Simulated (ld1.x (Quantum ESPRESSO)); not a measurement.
Cobalt (Co), norm-conserving RRKJ (Kleinman–Bylander form), made with ld1.x (Quantum ESPRESSO) 7.5 (BP86, scalar-relativistic). Core [Ne], reference 3s2 3p6 3d7 4s2 4p0. Waves: 3s (bound): rc 0.75 bohr; 3d (bound): rc 1.15 bohr; 3p (bound): rc 1.15 bohr. Local part: the p channel. Core correction: a·sin(br)/r model core inside 0.60 bohr. rho0 = 0.005.

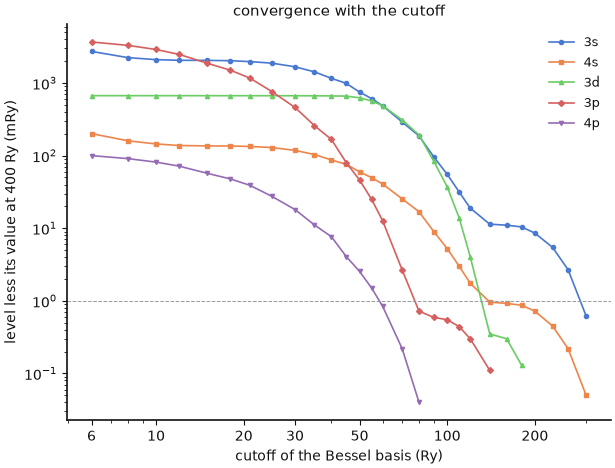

The pseudo-atom Hamiltonian at the reference potential is diagonalised in spherical Bessel functions (20 bohr box) up to the cutoff. Curves: distance of each valence level from its value at 400 Ry.

**From which cutoff is the occupation-weighted sum of levels good to 10 mRy, and to 1 mRy?**

260 Ry and over 300 Ry, on the ladder of cutoffs that was run.

**Which occupied shell is the hardest?**

3s: its level needs 300 Ry to come within 1 mRy, against 140 Ry for 4s.

**At which cutoff does each level come within 1 mRy for good?**

3s: 300 Ry; 4s: 140 Ry; 3d: 140 Ry; 3p: 80 Ry; 4p: 60 Ry.
